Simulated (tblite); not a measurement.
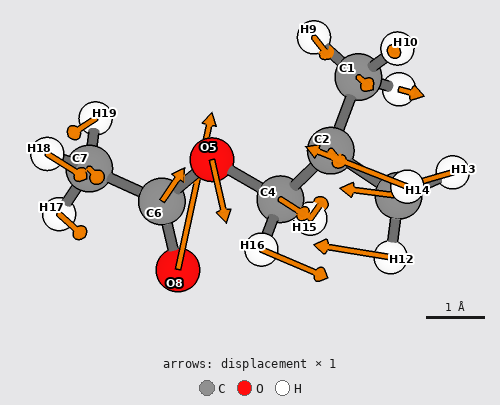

This is a relaxation of C$_{6}$H$_{11}$O$_{2}$ (multiplicity 2). The starting structure is drawn; orange arrows show the displacements, at their true length. The two geometries are superimposed by the best rigid fit.

A ball-and-stick model, seen at a tilt.

All numbers below come from GFN2-xTB geometry optimisation, gas phase in tblite 0.8.0. 

**Atoms of which element are displaced furthest, and by how much?**

Oxygen: up to 2.82 Å, against 1.93 Å for hydrogen.

**Describe the change and its energy.**

The energy falls by 98.6 kJ/mol in 199 geometry steps. The atom that moves furthest after the best rigid fit is an O atom (2.82 Å). Largest moves by element: O 2.82 Å, H 1.93 Å, C 1.09 Å. Near-neighbour distances that change, for instance: C–O 1.407 → 1.330 Å, C–O 1.265 → 1.203 Å, C–H 1.142 → 1.087 Å, C–C 1.474 → 1.509 Å. Bond angles that change, for instance: O–C–C 122.1° → 110.6°, C–C–C 109.1° → 120.6°, C–C–C 110.8° → 119.6°. Groups turn about C–C by about 125°, C–O by about 100°.
